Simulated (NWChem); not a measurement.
# A NWChem job on BNH6 (B(NH3)H3)

Wanted: the energy of BNH6 (B(NH3)H3).

Program for the calculation: NWChem 7.3.0.

5 further runs of the same task are left out: 5 set aside as unsound or not needed.

### Step 1. The system as given

BNH6: 8 atoms, total charge 0, spin state singlet. As SMILES, `[H]B([H])([H])<-N`. Geometry: relaxed at GFN2-xTB.

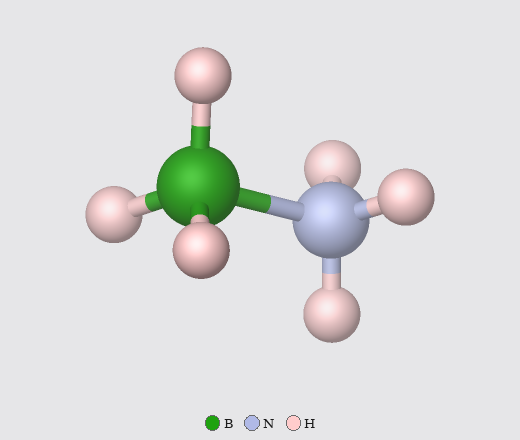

Viewed from a chosen angle; boron green, nitrogen light blue, hydrogen pink.

### Step 2. The input as written

Contents of mymol.nw:

```
START mymol
TITLE "BH6N energy"
memory 2200 mb
charge 0

GEOMETRY units atomic noautoz
  B   -0.00415740   0.00561249  -1.56977659
  N    0.00402512  -0.00574477   1.56461764
  H   -1.80669156   0.06508217   2.17981798
  H    0.97477743   1.52531134   2.17832510
  H    0.84960197  -1.61410957   2.16589070
  H    2.16061836  -0.06064131  -2.17855187
  H   -1.02991964   1.91837437  -2.16347185
  H   -1.14823539  -1.83388472  -2.17683221
END

BASIS spherical bse
  B library cc-pVDZ-PP
  N library cc-pVDZ-PP
  H library cc-pVDZ-PP
END

RELATIVISTIC
  x2c on
END

DFT
  xc mn12-l
  mult 1
  grid medium
  direct
  maxiter 75
  mulliken
  noprint "final vectors analysis"
END

TASK dft energy
```

Launch:

```console
$ nwchem mymol.nw > mymol.out
```

Output:

```text
Northwest Computational Chemistry Package (NWChem) 7.3.0
             --------------------------------------------------------

           Job information
           ---------------

    nwchem branch   = 7.3.0
    use scalapack   = T
    input           = mymol.nw
    prefix          = mymol.
    data base       = ./mymol.db
    status          = startup
    nproc           =        1

           Memory information
           ------------------

    heap     =     72089598 doubles =      550.0 Mbytes
    stack    =     72089595 doubles =      550.0 Mbytes
    global   =    144179200 doubles =     1100.0 Mbytes (distinct from heap & stack)
    total    =    288358393 doubles =     2200.0 Mbytes
    verify   = yes
    hardfail = no

           Directory information
           ---------------------

  0 permanent = .
  0 scratch   = .

                                NWChem Input Module
                                -------------------

                                    BH6N energy
                                    -----------
 C3  symmetry detected

                             Geometry "geometry" -> ""
                             -------------------------

 Output coordinates in a.u. (scale by  1.000000000 to convert to a.u.)

[... 17 lines left out ...]
            Nuclear Dipole moment (a.u.)
[... 64 lines left out ...]
  bas_tag_lib: failed to locate basis b_cc-pvdz-pp in file <dir>
 ------------------------------------------------------------------------
 bas_tag_lib: no such basis available                   0
 ------------------------------------------------------------------------
 ------------------------------------------------------------------------
  current input line :
    18:   B library cc-pVDZ-PP
 ------------------------------------------------------------------------
 ------------------------------------------------------------------------
 There is an error in the input file
 ------------------------------------------------------------------------

0:bas_tag_lib: no such basis available:Received an Error in Communication
  Errorcode: -1
```

Run time: 0.63 s. Hardware: 1 thread of Intel Xeon Platinum 8375C at 2.90GHz (Ice Lake), shared host; peak memory 0.07 GiB.

### Step 3. Diagnosis

The job stopped with an error part of the way.

The telling line is `bas_tag_lib: failed to locate basis b_cc-pvdz-pp in file <dir>`. The cause is that the program or basis doesn't cover what is asked for. To mend it: basis set x2c-SVPall-2c in place of cc-pVDZ-PP.
